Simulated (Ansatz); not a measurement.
**CH4GeO2: trial inputs and their diagnosis**

Aim: try 3 inputs for CH4GeO2 as typed, read how each ends, and find what has to change.

Program: Ansatz 0.2.0, Gaussian basis. Level of theory: the settings change from run to run. These are calculated values, not measurements.

**1. The molecule**

The geometry comes from an earlier relaxation with PBE0-D4 in a triple-zeta def2 set; it is a stationary point, not always the lowest conformer.

SMILES `[OH][GeH]1[CH2][O]1`, 8 atoms, charge 0, spin multiplicity 1.

Atoms are counted from 1 here; the program's logs count them from 0.

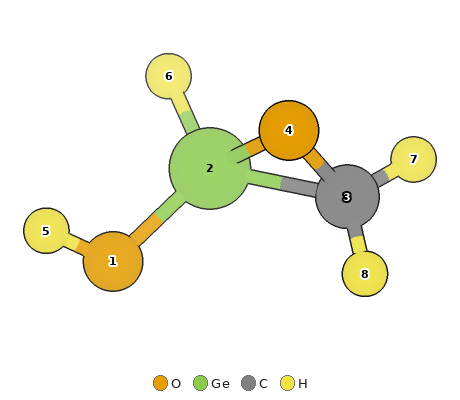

The geometry (oxygen amber, germanium green, carbon grey, hydrogen yellow); atoms are numbered from 1 in the order of the file.

As a file:

```mol
CH4GeO2
  3D, bonds by distance, orders not assigned

  8  8  0  0  0  0  0  0  0  0999 V2000
   -1.6846    0.6080   -0.7056 O   0  0
   -0.2161    0.5143    0.2678 Ge  0  0
    1.1581   -0.6338   -0.3099 C   0  0
    0.2838   -1.1811    0.6979 O   0  0
   -2.4752    0.7524   -0.1798 H   0  0
   -0.2293    1.4634    1.4612 H   0  0
    2.1903   -0.4853    0.0062 H   0  0
    1.0652   -1.0948   -1.2935 H   0  0
  1  2  8  0
  2  3  8  0
  3  4  8  0
  1  5  8  0
  2  6  8  0
  3  7  8  0
  3  8  8  0
  2  4  8  0
M  END
```

**2. Attempt 1**

in.yaml

```yaml
crystal:
  periodic: [false, false, false]
  atoms:
    - {symbol: O, position_ang: [-1.684557, 0.608028, -0.705559]}
    - {symbol: Ge, position_ang: [-0.216129, 0.514345, 0.267768]}
    - {symbol: C, position_ang: [1.158097, -0.633836, -0.309935]}
    - {symbol: O, position_ang: [0.283833, -1.181136, 0.697861]}
    - {symbol: H, position_ang: [-2.475190, 0.752392, -0.179825]}
    - {symbol: H, position_ang: [-0.229296, 1.463360, 1.461213]}
    - {symbol: H, position_ang: [2.190281, -0.485341, 0.006243]}
    - {symbol: H, position_ang: [1.065159, -1.094811, -1.293469]}
basis:
  gaussian: {orbitals: def2-TZVPD, final_grid: {core_spheres: 5, valence_spheres: 4, degree: 11}}
magnetization: {spin_polarized: true, initial_magnetization: 6}
hamiltonian: {xc: {name: HF}}
correlation: {method: mp2}
output: {forces: true}
```

Launch:

```console
ansatz run in.yaml --threads 2 --pin off --events-out ev --progress --plain --max-ram 4352MiB
```

The log of the run:

```text
Functional definition: HF
  name "HF"
  cite "Fock, Z. Phys. 61, 126 (1930) doi:10.1007/BF01340294"
  parent pbe
  exchange = exact_x
  correlation = 0
1376 factors; integrals over basis functions are off by at most 1.1e-3 eV
mean field evaluation 1: about -61620.6168 eV, gradient 2.2e1 eV
mean field evaluation 2: about -61620.6212 eV, gradient 2.2e1 eV
mean field evaluation 4: about -61625.0155 eV, gradient 5.8e0 eV
mean field evaluation 8: about -61626.3082 eV, gradient 1.0e0 eV
mean field evaluation 16: about -61626.5107 eV, gradient 7.4e-2 eV
mean field evaluation 32: about -61626.5092 eV, gradient 2.1e-1 eV
mean field evaluation 64: about -61626.2254 eV, gradient 1.4e0 eV
mean field evaluation 96: about -61626.5107 eV, gradient 5.9e-5 eV
mean field -61626.51071615 eV, -2264.7324968692 hartree, gradient 1.9e-6 eV, S^2 12.029713; 10 other end points of the search recorded, 0 dependent functions left out
12 core orbitals not correlated: weight in the atoms' cores, before any rotation towards them, 1.000 or more for the frozen orbitals, at most 0.000 for the correlated occupied ones
reference -61626.51071615 eV, -2264.7324968692 hartree; 20, 14 occupied and 175, 181 virtual orbitals, 1376 factors
second order -21.44882451 eV of doubles, -0.00000000 eV of singles
the calculation of the forces begins
Total energy: -61647.95954065 eV, -2265.5207266313 hartree
Atom 0 at    -1.684557     0.608028    -0.705559 Å, force    -3.154780    -0.032102    -5.722177 eV/Å
Atom 1 at    -0.216129     0.514345     0.267768 Å, force    -0.610722     9.613312     4.250527 eV/Å
Atom 2 at     1.158097    -0.633836    -0.309935 Å, force     6.267033    -4.621928    -2.661175 eV/Å
Atom 3 at     0.283833    -1.181136     0.697861 Å, force     0.957579    -5.653268     1.563971 eV/Å
Atom 4 at    -2.475190     0.752392    -0.179825 Å, force    -2.776626     0.297794     1.872609 eV/Å
Atom 5 at    -0.229296     1.463360     1.461213 Å, force    -0.221030     0.326353     0.648344 eV/Å
Atom 6 at     2.190281    -0.485341     0.006243 Å, force    -0.081266     0.378540     0.094075 eV/Å
Atom 7 at     1.065159    -1.094811    -1.293469 Å, force    -0.380188    -0.308701    -0.046174 eV/Å
Dipole moment:     0.140378    -0.283218    -0.343805 e Å
```

Run time: 55 s. Hardware: 2 threads of Arm Neoverse V2, shared host; peak memory 0.91 GiB.

What is wrong: It ended without an error, which proves nothing about the input. The spin is set far too high for this molecule. It asks for 6 unpaired electrons; the ground state has 0. Its energy belongs to an excited spin state, not the ground state. To mend it, set initial_magnetization back to that of the ground state.

**3. Attempt 2**

in.yaml

```yaml
crystal:
  periodic: [false, false, false]
  atoms:
    - {symbol: O, position_ang: [-1.010734, 0.425620, -0.423335]}
    - {symbol: Ge, position_ang: [-0.151290, 0.308607, 0.187438]}
    - {symbol: C, position_ang: [0.694858, -0.380302, -0.216954]}
    - {symbol: O, position_ang: [0.170300, -0.826795, 0.418717]}
    - {symbol: H, position_ang: [-1.485114, 0.451435, -0.107895]}
    - {symbol: H, position_ang: [-0.137577, 1.024352, 0.876728]}
    - {symbol: H, position_ang: [1.533197, -0.291204, 0.004370]}
    - {symbol: H, position_ang: [0.745611, -0.656887, -0.905428]}
basis:
  gaussian: {orbitals: def2-SVP}
hamiltonian: {xc: {name: HSE06}, dispersion: d3bjatm}
output: {forces: true}
```

Launched as before.

The log of the run:

```text
Functional definition: HSE06
  name "HSE06"
  cite "Heyd, Scuseria & Ernzerhof, J. Chem. Phys. 118, 8207 (2003) doi:10.1063/1.1564060"
  cite "Krukau, Vydrov, Izmaylov & Scuseria, J. Chem. Phys. 125, 224106 (2006) doi:10.1063/1.2404663"
  cite "Heyd & Scuseria, J. Chem. Phys. 120, 7274 (2004) doi:10.1063/1.1668634"
  cite "Ernzerhof & Perdew, J. Chem. Phys. 109, 3313 (1998) doi:10.1063/1.476928"
  cite "Perdew, Burke & Ernzerhof, Phys. Rev. Lett. 77, 3865 (1996) doi:10.1103/PhysRevLett.77.3865"
  parent pbe
  parameter a = 0.25
  parameter omega = 0.11/bohr
  # The whole range is PBE's own exchange, as in plane waves. The composition of these papers is wPBEh.
  exchange = pbe_x - a*pbe_x_sr(omega) + a*exact_x_sr(omega)
  correlation = pbe_c
924 factors; integrals over basis functions are off by at most 5.9e-4 eV
69 factors; integrals over basis functions are off by at most 2.1e-7 eV
mean field evaluation 1: about -61560.6031 eV, gradient 1.2e2 eV
mean field evaluation 2: about -61520.5410 eV, gradient 1.9e2 eV
mean field evaluation 4: about -61584.8711 eV, gradient 1.3e1 eV
mean field evaluation 8: about -61585.3588 eV, gradient 1.2e0 eV
mean field evaluation 16: about -61585.3614 eV, gradient 5.2e-5 eV
mean field -61585.36135631 eV, -2263.2202857871 hartree, gradient 5.1e-5 eV, S^2 0.000000; 0 other end points of the search recorded, 0 dependent functions left out
the calculation of the forces begins
reference -61585.36138516 eV, -2263.2202868475 hartree; 29, 29 occupied and 65, 65 virtual orbitals, 924 factors
Total energy: -61585.45369320 eV, -2263.2236791051 hartree
Atom 0 at    -1.010734     0.425620    -0.423335 Å, force   -67.820741    15.884906  -154.532736 eV/Å
Atom 1 at    -0.151290     0.308607     0.187438 Å, force    59.983050    86.584248    91.947768 eV/Å
Atom 2 at     0.694858    -0.380302    -0.216954 Å, force    95.633587   -10.402544   -50.267634 eV/Å
Atom 3 at     0.170300    -0.826795     0.418717 Å, force   -20.661257  -113.235417    67.272245 eV/Å
Atom 4 at    -1.485114     0.451435    -0.107895 Å, force   -87.695811     5.482539    50.182739 eV/Å
Atom 5 at    -0.137577     1.024352     0.876728 Å, force     1.623966    26.521123    27.183857 eV/Å
Atom 6 at     1.533197    -0.291204     0.004370 Å, force    15.994816     1.750655     2.545756 eV/Å
Atom 7 at     0.745611    -0.656887    -0.905428 Å, force     2.942389   -12.585510   -34.331994 eV/Å
Dipole moment:    -0.278498     0.084936     0.014001 e Å
```

Run time: 2.1 s. Hardware: 2 threads of Arm Neoverse V2, shared host.

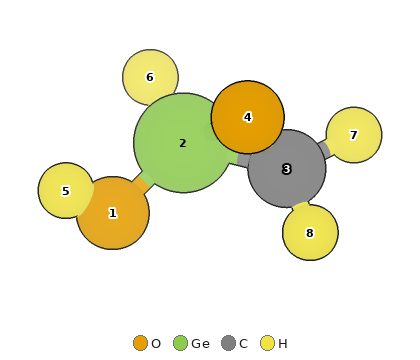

The geometry of this input.

**Diagnosis.** It ended without an error, which proves nothing about the input. The geometry is squeezed well below its size. The shortest distance is 0.57 Å (O1–H5), against 0.96 Å in the relaxed molecule. Its energy is no property of the relaxed molecule. Fix: use the relaxed coordinates.

**4. Attempt 3**

in.yaml

```yaml
crystal:
  periodic: [false, false, false]
  atoms:
    - {symbol: O, position_ang: [-1.684557, 0.608028, -0.705559]}
    - {symbol: Ge, position_ang: [-0.216129, 0.514345, 0.267768]}
    - {symbol: C, position_ang: [1.158097, -0.633836, -0.309935]}
    - {symbol: O, position_ang: [0.283833, -1.181136, 0.697861]}
    - {symbol: H, position_ang: [-2.475190, 0.752392, -0.179825]}
    - {symbol: H, position_ang: [-0.229296, 1.463360, 1.461213]}
    - {symbol: H, position_ang: [2.190281, -0.485341, 0.006243]}
    - {symbol: H, position_ang: [1.065159, -1.094811, -1.293469]}
basis:
  gaussian: {orbitals: def2-TZVP, final_grid: {core_spheres: 1, valence_spheres: 1, degree: 1}}
hamiltonian: {xc: {name: PBE}}
scf: {lower_state_search: light}
output: {forces: true}
```

Same command.

The log of the run:

```text
Functional definition: PBE
  name "PBE"
  cite "Perdew, Burke & Ernzerhof, Phys. Rev. Lett. 77, 3865 (1996) doi:10.1103/PhysRevLett.77.3865"
  parent pbe
  parameter kappa = 0.804
  parameter beta = 0.06672455060314922
  exchange = pbe_x(kappa = kappa, mu = beta*pi^2/3)
  correlation = pbe_c(beta = beta)
1016 factors; their error is unknown
mean field evaluation 1: about -61685.9690 eV, gradient 9.4e1 eV
mean field evaluation 2: about -61552.1437 eV, gradient 2.5e2 eV
mean field evaluation 4: about -61699.7635 eV, gradient 3.5e1 eV
mean field evaluation 8: about -61701.7939 eV, gradient 4.4e-1 eV
mean field evaluation 16: about -61781.7978 eV, gradient 4.3e0 eV
mean field evaluation 32: about -61874.4120 eV, gradient 5.8e1 eV
mean field evaluation 64: about -61831.7378 eV, gradient 1.9e2 eV
mean field evaluation 96: about -61853.8841 eV, gradient 8.9e1 eV
a density is far from that of the atoms, so the factors are made again for it
1516 factors; integrals over basis functions are off by at most 4.0e-4 eV
mean field evaluation 128: about -61883.9568 eV, gradient 7.5e-1 eV
mean field -61883.95870578 eV, -2274.1935359838 hartree, gradient 7.5e-5 eV, S^2 0.000000; 0 other end points of the search recorded, 0 dependent functions left out
the calculation of the forces begins
reference -61883.95889262 eV, -2274.1935428500 hartree; 29, 29 occupied and 136, 136 virtual orbitals, 1516 factors
Total energy: -61883.95889262 eV, -2274.1935428500 hartree
Atom 0 at    -1.684557     0.608028    -0.705559 Å, force    10.641103     3.763450     2.211579 eV/Å
Atom 1 at    -0.216129     0.514345     0.267768 Å, force    -6.773236   -11.896774    12.044879 eV/Å
Atom 2 at     1.158097    -0.633836    -0.309935 Å, force   -47.898325     7.827136    45.408877 eV/Å
Atom 3 at     0.283833    -1.181136     0.697861 Å, force    38.621329    13.067720   -33.091846 eV/Å
Atom 4 at    -2.475190     0.752392    -0.179825 Å, force     4.457918    -3.551210    -6.087619 eV/Å
Atom 5 at    -0.229296     1.463360     1.461213 Å, force    10.434195    -5.144938   -15.277485 eV/Å
Atom 6 at     2.190281    -0.485341     0.006243 Å, force    -5.104484    -0.907794     2.366628 eV/Å
Atom 7 at     1.065159    -1.094811    -1.293469 Å, force    -4.378500    -3.157589    -7.575013 eV/Å
Dipole moment:    -0.615049    -1.065970     1.131168 e Å
```

Wall time 14 s (2 threads of Arm Neoverse V2, shared host); peak memory 0.38 GiB.

**Diagnosis.** The run converged, but a converged run isn't a right one. The integration grid is far too coarse. Its energy carries the error of the grid. Cure: drop final_grid and take the default grid.

**5. How the tries ended**

```
attempt           level      ended                                           cause   time
      1  MP2/def2-TZVPD  converged  the spin is set far too high for this molecule   55 s
      2  HSE06/def2-SVP  converged    the geometry is squeezed well below its size  2.1 s
      3   PBE/def2-TZVP  converged          the integration grid is far too coarse   14 s
```

In words: 3 converged. The dangerous case is the input that converges on a wrong geometry, charge, spin, basis or grid: often only a look at the input shows it.
